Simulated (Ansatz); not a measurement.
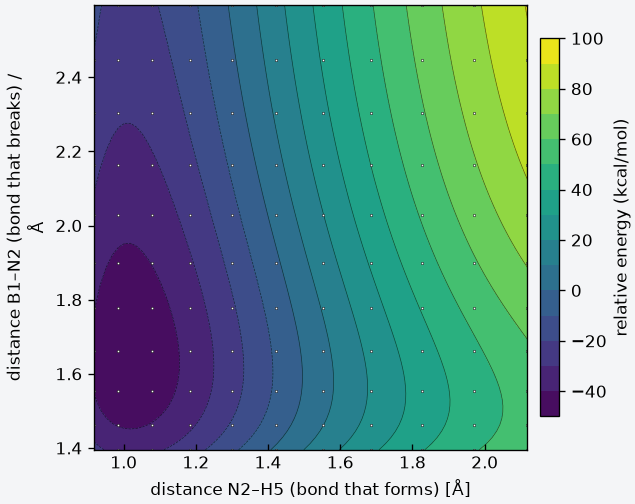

Energy landscape of the reacting system BH₆N (fragments BH₅N + H where the first distance is long, BH₃ + H₃N where the second is long). Coordinates scanned: (1) distance N2–H5 (bond that forms); (2) distance B1–N2 (bond that breaks). Relaxed at each point: all other coordinates. The scan uses an 11 × 11 grid. Points are written as (first, second). All energies are given in kcal/mol relative to a guessed transition structure relaxed with its forming and breaking bonds held. The reference is spin-restricted, so regions where a bond is pulled apart into radicals lie too high. Method: Ansatz, RKS PBE0-D4/def2-TZVP.

In the figure: filled contours, dots at the grid points. Between grid points the surface is interpolated. 

**Describe this landscape.**

The lowest grid point is at (0.985 Å, 1.661 Å), −47 kcal/mol from a guessed transition structure relaxed with its forming and breaking bonds held. No other kind of well shows on this grid. The highest grid point, (2.118 Å, 2.595 Å), lies 137 kcal/mol above the lowest.

The values on the grid:

| second ↓, first → | 0.918 | 0.985 | 1.078 | 1.184 | 1.300 | 1.423 | 1.552 | 1.686 | 1.826 | 1.970 | 2.118 |
| --- | --- | --- | --- | --- | --- | --- | --- | --- | --- | --- | --- |
| 2.595 | −18 | −23 | −21 | −12 | 1 | 17 | 33 | 49 | 64 | 78 | 91 |
| 2.447 | −21 | −26 | −24 | −15 | −1 | 14 | 31 | 47 | 62 | 76 | 88 |
| 2.303 | −24 | −29 | −27 | −18 | −5 | 11 | 28 | 44 | 59 | 73 | 85 |
| 2.163 | −28 | −33 | −31 | −22 | −9 | 7 | 24 | 40 | 55 | 69 | 81 |
| 2.029 | −32 | −37 | −35 | −27 | −13 | 3 | 20 | 36 | 51 | 64 | 76 |
| 1.900 | −36 | −41 | −40 | −31 | −17 | −1 | 15 | 31 | 46 | 59 | 71 |
| 1.777 | −40 | −45 | −44 | −35 | −21 | −6 | 11 | 26 | 41 | 53 | 64 |
| 1.661 | −42 | −47 | −46 | −37 | −24 | −8 | 7 | 22 | 36 | 48 | 58 |
| 1.555 | −40 | −46 | −45 | −36 | −23 | −8 | 7 | 21 | 34 | 45 | 55 |
| 1.462 | −35 | −40 | −39 | −32 | −19 | −5 | 10 | 23 | 35 | 46 | 54 |
| 1.395 | −27 | −33 | −32 | −24 | −12 | 2 | 16 | 28 | 39 | 49 | 57 |

Time for the 121 points that were run: 13 min on 1 thread of Intel(R) Xeon(R) Platinum 8488C (Sapphire Rapids), on a shared host.
